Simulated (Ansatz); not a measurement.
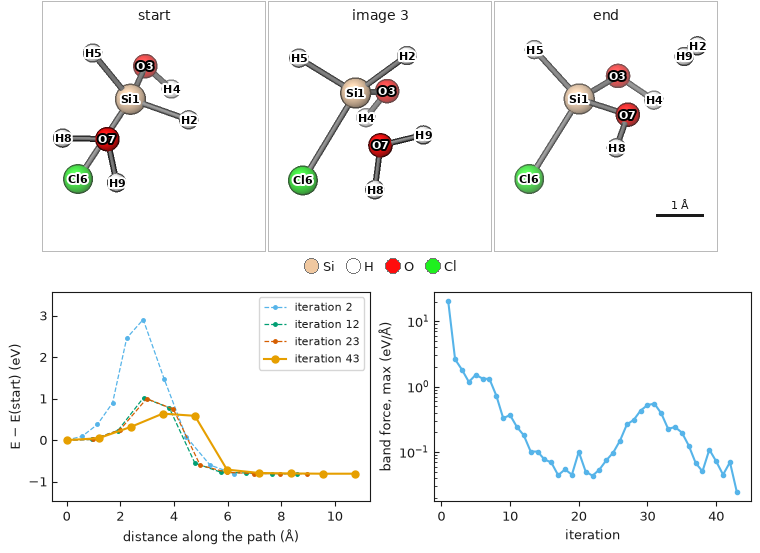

NEB run on SiH5O2Cl, made up at the start of SiH3OCl and H2O. Images are numbered from 0 (start) to 9 (end). The plot follows the band through its iterations. A ball-and-stick model, seen from a free direction.

Theory: Ansatz, RKS PBE0/6-31G*. Run with 8 movable images; no climbing image; force threshold 0.03 eV/Å; iteration limit 54; starting path through a guess of the saddle point.

### How did the profile develop, and is the result final?

The run is converged, with reservations. The band converged in 43 iterations. The largest component of the band force went from 20 to 0.025 eV/Å. No image climbed, so the highest image needn't lie on the saddle point, and the true maximum along this path can be higher. The first iteration put the highest image at 5.07 eV. The energy climbs by 0.64 eV to image 3 and then falls by 1.45 eV, so the end point sits at −0.81 eV.

Limits of the set-up: the start holds two separate molecules, 2.7 Å apart at their closest, whose relative position is a soft coordinate and is computed without a dispersion correction.
